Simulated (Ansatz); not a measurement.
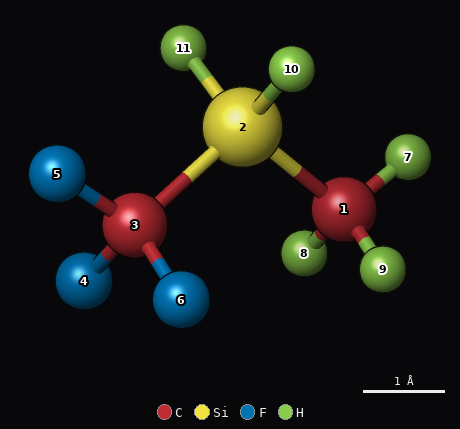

C$_{2}$H$_{5}$F$_{3}$Si, before the relaxation. Style: ball-and-stick. Shown from a free direction.

The start comes from PBE-D4/def2-SVP.

All numbers below come from Ansatz 0.2.0, RKS PBE0-D4/def2-TZVP.

Input
```yaml
crystal:
  periodic: [false, false, false]
  atoms:
    - {symbol: C, position_ang: [-0.353268, -1.162746, 1.056077]}
    - {symbol: Si, position_ang: [0.673116, -0.354688, -0.296084]}
    - {symbol: C, position_ang: [-0.165031, 1.335185, -0.756471]}
    - {symbol: F, position_ang: [-1.440366, 1.150536, -1.199958]}
    - {symbol: F, position_ang: [0.503400, 2.011349, -1.725597]}
    - {symbol: F, position_ang: [-0.237613, 2.156290, 0.330511]}
    - {symbol: H, position_ang: [0.089653, -2.131702, 1.363312]}
    - {symbol: H, position_ang: [-1.386015, -1.347763, 0.699313]}
    - {symbol: H, position_ang: [-0.404412, -0.504180, 1.945836]}
    - {symbol: H, position_ang: [2.068354, -0.033747, 0.156778]}
    - {symbol: H, position_ang: [0.717480, -1.175435, -1.552917]}
basis:
  gaussian: {orbitals: def2-TZVP}
hamiltonian: {xc: pbe0, dispersion: d4}
relax: {f_tol: 0.005, max_steps: 150}
```

### Predict the outcome.

Over 5 geometry steps the energy falls by 0.043 eV. The largest force component goes from 0.66 to 0.0013 eV/Å. The largest moves after the best rigid fit, 0.029 Å, are those of F5 and H11. Largest moves by element: H 0.029 Å, F 0.029 Å, Si 0.014 Å, C 0.013 Å. Near-neighbour distances that change, for instance: C1–Si2 1.880 → 1.859 Å, Si2–H10 1.502 → 1.483 Å, C1–H7 1.109 → 1.092 Å, C3–F4 1.363 → 1.349 Å. The run took roughly 70 core-seconds on a shared host.

Step by step:

```
step  E − E(0), eV  largest force component, eV/Å
   0        0.0000                         0.6561
   1       -0.0381                         0.2489
   2       -0.0427                         0.0213
   3       -0.0427                         0.0092
   4       -0.0428                         0.0065
   5       -0.0428                         0.0013
```

The structure at the end:

```xyz
11

C    -0.3495   -1.1598    1.0510
Si    0.6668   -0.3591   -0.2845
C    -0.1630    1.3246   -0.7498
F    -1.4250    1.1558   -1.1948
F     0.5026    1.9846   -1.7137
F    -0.2386    2.1561    0.3095
H     0.0874   -2.1166    1.3453
H    -1.3681   -1.3419    0.7021
H    -0.3967   -0.5194    1.9342
H     2.0431   -0.0270    0.1574
H     0.7062   -1.1543   -1.5358
```
